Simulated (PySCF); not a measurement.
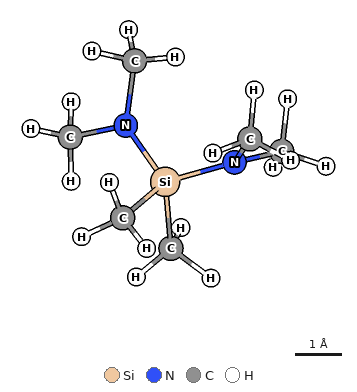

C₆H₁₈N₂Si, before the relaxation. The picture is a ball-and-stick view, seen at a tilt.

The start comes from GFN2-xTB. Its atoms were then displaced at random by about 0.03 Å.

The calculation used PBE0-D3(BJ)/def2-SVP geometry optimisation, gas phase (PySCF).

```xyz
27

Si   -0.4317   -0.0742   -0.3548
N    -0.4355    0.1771    1.3538
C    -1.6533    0.4755    2.1205
C     0.7176   -0.4265    2.1358
H    -2.0534   -0.4502    2.5235
H    -2.3409    1.0017    1.5222
H    -1.2990    1.1279    2.9856
H     1.5389   -0.5850    1.5109
H     0.8915    0.2358    3.0374
H     0.2868   -1.4032    2.5935
N     1.0575    0.0272   -1.0413
C     1.8923   -1.1350   -1.3086
C     1.7946    1.2682   -1.0995
H     2.3195   -1.0379   -2.2806
H     1.2274   -2.0497   -1.3413
H     2.6548   -1.2386   -0.5476
H     1.2466    2.1331   -0.9169
H     2.6162    1.2365   -0.2663
H     2.3823    1.3230   -2.0270
C    -1.5537    1.5094   -1.0190
H    -1.2725    1.6927   -2.0968
H    -1.2654    2.3291   -0.4887
H    -2.5246    1.3327   -1.0618
C    -1.3595   -1.6100   -0.9290
H    -2.3498   -1.6278   -0.6362
H    -0.9466   -2.4440   -0.4165
H    -1.2929   -1.8333   -1.9311
```

### What does the optimiser find from here?

After 21 geometry steps the energy has fallen by 182.5 kJ/mol. The largest move after the best rigid fit is that of H17, 1.29 Å. Largest moves by element: H 1.29 Å, C 0.61 Å, N 0.24 Å, Si 0.07 Å. Some distances before and after: Si1–C20 2.051 → 1.880 Å, C20–H23 0.988 → 1.101 Å, Si1–N11 1.643 → 1.744 Å, C20–H22 1.018 → 1.101 Å. Bond angles that change, for instance: H8–C4–H9 116.4° → 107.3°, H22–C20–H23 116.4° → 108.1°, N2–C4–H10 104.8° → 112.8°. Groups turn about Si1–N2 by about 25°.

History of the run:

```json
{"step": "0", "E − E(0), kJ/mol": "0.00"}
{"step": "1", "E − E(0), kJ/mol": "-165.82"}
{"step": "2", "E − E(0), kJ/mol": "-174.02"}
{"step": "3", "E − E(0), kJ/mol": "-176.28"}
{"step": "4", "E − E(0), kJ/mol": "-176.96"}
{"step": "5", "E − E(0), kJ/mol": "-177.33"}
{"step": "6", "E − E(0), kJ/mol": "-178.15"}
{"step": "7", "E − E(0), kJ/mol": "-179.58"}
{"step": "8", "E − E(0), kJ/mol": "-180.32"}
{"step": "9", "E − E(0), kJ/mol": "-180.82"}
{"step": "10", "E − E(0), kJ/mol": "-181.07"}
{"step": "11", "E − E(0), kJ/mol": "-181.50"}
{"step": "12", "E − E(0), kJ/mol": "-181.76"}
{"step": "13", "E − E(0), kJ/mol": "-182.06"}
{"step": "14", "E − E(0), kJ/mol": "-182.18"}
{"step": "15", "E − E(0), kJ/mol": "-182.26"}
{"step": "16", "E − E(0), kJ/mol": "-182.32"}
{"step": "17", "E − E(0), kJ/mol": "-182.36"}
{"step": "18", "E − E(0), kJ/mol": "-182.41"}
{"step": "19", "E − E(0), kJ/mol": "-182.43"}
{"step": "20", "E − E(0), kJ/mol": "-182.47"}
{"step": "21", "E − E(0), kJ/mol": "-182.49"}
```

Final geometry:

```xyz
27

Si   -0.4864   -0.1240   -0.3480
N    -0.4945    0.1984    1.3659
C    -1.5008    0.9522    2.0604
C     0.3732   -0.5547    2.2331
H    -2.1886    0.3099    2.6493
H    -2.1138    1.5347    1.3588
H    -1.0466    1.6689    2.7730
H     1.1473   -1.0670    1.6416
H     0.8933    0.1048    2.9553
H    -0.1700   -1.3199    2.8256
N     1.1816   -0.0345   -0.8498
C     1.7915   -0.8775   -1.8401
C     1.9550    1.1345   -0.5221
H     1.9262   -0.3679   -2.8173
H     1.1882   -1.7784   -2.0186
H     2.7959   -1.2147   -1.5160
H     1.4600    1.7017    0.2809
H     2.9647    0.8608   -0.1583
H     2.0960    1.8150   -1.3876
C    -1.5753    1.1606   -1.1840
H    -1.4976    1.0319   -2.2756
H    -1.2531    2.1865   -0.9463
H    -2.6388    1.0643   -0.9151
C    -1.1262   -1.8382   -0.7777
H    -2.1499   -1.9414   -0.3834
H    -0.5126   -2.6303   -0.3206
H    -1.1714   -2.0211   -1.8629
```

After the run, drawn alike:

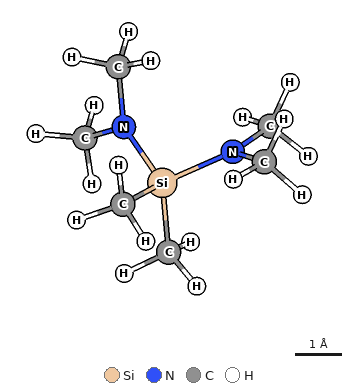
